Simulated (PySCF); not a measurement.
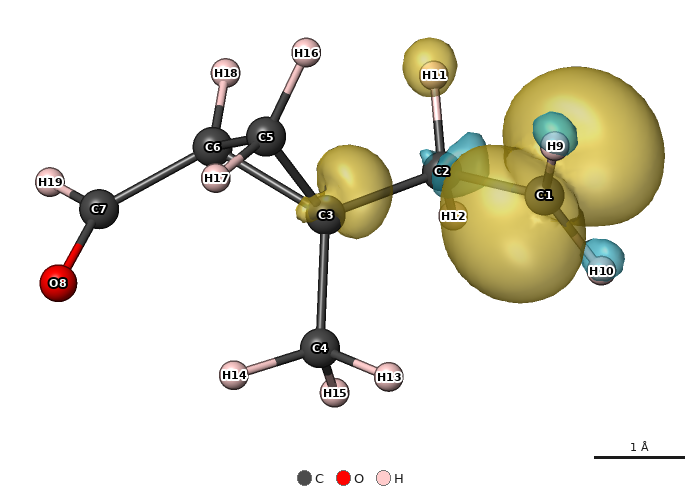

Figure. C7H11O (doublet). Isosurfaces of the spin density (α minus β) at +0.03 (yellow) and −0.03 e/Å³ (cyan), seen across its widest extent.

Geometry: GFN2-xTB.

All numbers below come from UKS B3LYP, pcH-1 on C H O, non-relativistic, mean-field spin-orbit, GIAO (PySCF).

```xyz
19

C    -2.5413    0.1006   -0.0358
C    -1.3987   -0.6740   -0.5457
C    -0.0700    0.0277   -0.2195
C     0.0967    1.3551   -0.9147
C     0.5169   -0.1744    1.1260
C     1.1481   -0.8922   -0.0548
C     2.4720   -0.4716   -0.5161
O     2.9750    0.6111   -0.3436
H    -2.7125    0.1615    1.0218
H    -3.1163    0.7328   -0.6829
H    -1.3781   -1.6639   -0.0775
H    -1.4705   -0.8000   -1.6281
H    -0.6626    2.0510   -0.5627
H     1.0772    1.7768   -0.7114
H    -0.0150    1.2380   -1.9918
H    -0.0046   -0.7821    1.8501
H     1.0995    0.6293    1.5518
H     0.9564   -1.9526   -0.1589
H     3.0180   -1.2637   -1.0681
```

> Describe the spin distribution.

The unpaired spin (1 electron) lies mostly on C1 (about 0.7) and H9 (about 0.1), in electrons by Hirshfeld's partition.
